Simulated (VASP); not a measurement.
Band structure of Sb (relaxed from the fcc structure, space group Fm-3m). Method: PBEsol GGA, VASP's PBE PAW potentials (set 64) (plane waves; VASP).

Unless said otherwise, spin-orbit coupling is left out, though it shifts the bands of the heavy elements here.

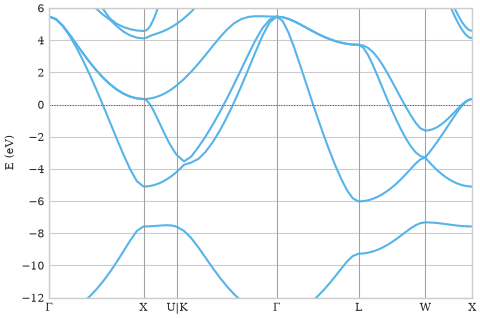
*Bands along high-symmetry lines, zero at the valence-band maximum or, without a gap, the Fermi level*

Question: Read the plot: is there a gap, and where are the band edges?

Answer: It has no gap at this level: it comes out as a metal or semimetal. (Edges off the drawn lines would not show.)

The structure was generated: Sb was put into the fcc type (Fm-3m), which need not be its known phase. It was relaxed first.
